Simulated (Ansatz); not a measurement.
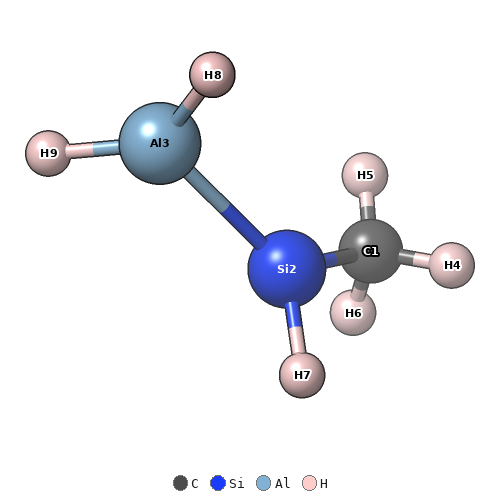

The system is CH₆AlSi, SMILES C[SiH+][AlH2], charge +1; the picture shows the reference structure. 
- Coordinates scanned: (1) umbrella angle at Al3 (between each of its bonds and their common axis; 90 is planar); (2) change of the bonds Al3–Si2, Al3–H8, Al3–H9, all alike.
- Nothing is relaxed (all other coordinates rigid).
- Grid: 9 × 9 points.
- Points are written as (first, second).
- All energies are given in eV relative to the lowest grid point.
- Theory: RKS r2SCAN-D4/def2-TZVP in Ansatz 0.2.0.

Its coordinates:

```csv
atom,x (Å),y (Å),z (Å)
C,-0.5955,1.4215,-0.6277
Si,0.2309,-0.2104,-0.5599
Al,0.5868,-1.7394,1.4201
H,0.1152,2.1539,-1.0361
H,-0.9865,1.7794,0.3229
H,-1.4078,1.3685,-1.3665
H,0.7182,-0.5837,-1.9149
H,1.9376,-1.4419,2.1574
H,-0.5989,-2.7478,1.6047
```

Range: umbrella angle at Al3 (between each of its bonds and their common axis; 90 is planar) from 66 to 114°; change of the bonds Al3–Si2, Al3–H8, Al3–H9, all alike from −0.208 to 0.321 Å.

What landscape does the calculation give?

The lowest grid point is at (90°, −0.009 Å). It is the only kind of minimum in the scanned range. The highest grid point, (66°, 0.321 Å), lies 1.87 eV above the lowest. Round the minimum the two coordinates are nearly uncoupled.

| second ↓, first → | 66 | 72 | 78 | 84 | 90 | 96 | 102 | 108 | 114 |
| --- | --- | --- | --- | --- | --- | --- | --- | --- | --- |
| 0.321 | 1.87 | 1.58 | 1.38 | 1.26 | 1.22 | 1.26 | 1.38 | 1.58 | 1.87 |
| 0.255 | 1.51 | 1.21 | 1.00 | 0.88 | 0.83 | 0.87 | 1.00 | 1.21 | 1.51 |
| 0.189 | 1.20 | 0.89 | 0.67 | 0.54 | 0.50 | 0.54 | 0.67 | 0.88 | 1.20 |
| 0.123 | 0.96 | 0.63 | 0.41 | 0.27 | 0.23 | 0.27 | 0.40 | 0.63 | 0.96 |
| 0.057 | 0.80 | 0.47 | 0.23 | 0.10 | 0.05 | 0.10 | 0.23 | 0.47 | 0.80 |
| −0.009 | 0.76 | 0.42 | 0.19 | 0.05 | 0.00 | 0.05 | 0.19 | 0.42 | 0.77 |
| −0.075 | 0.89 | 0.54 | 0.30 | 0.16 | 0.11 | 0.16 | 0.30 | 0.54 | 0.89 |
| −0.142 | 1.22 | 0.87 | 0.63 | 0.48 | 0.43 | 0.48 | 0.63 | 0.87 | 1.22 |
| −0.208 | 1.81 | 1.46 | 1.22 | 1.07 | 1.02 | 1.07 | 1.22 | 1.47 | 1.82 |

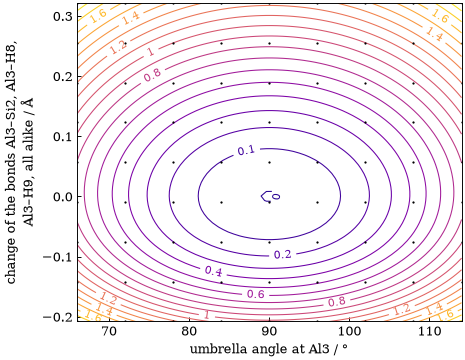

In the figure: contour lines labelled in eV, dots at the grid points. Between grid points the surface is interpolated.

Each point was launched as `ansatz run input.yaml --threads 1 --pin off --max-ram 2560MiB --backend cpu --events-out ev --progress --plain --runs-dir out`. Time for the 81 points that were run: 8.9 min on 1 thread of Arm Neoverse V2 (shared host).
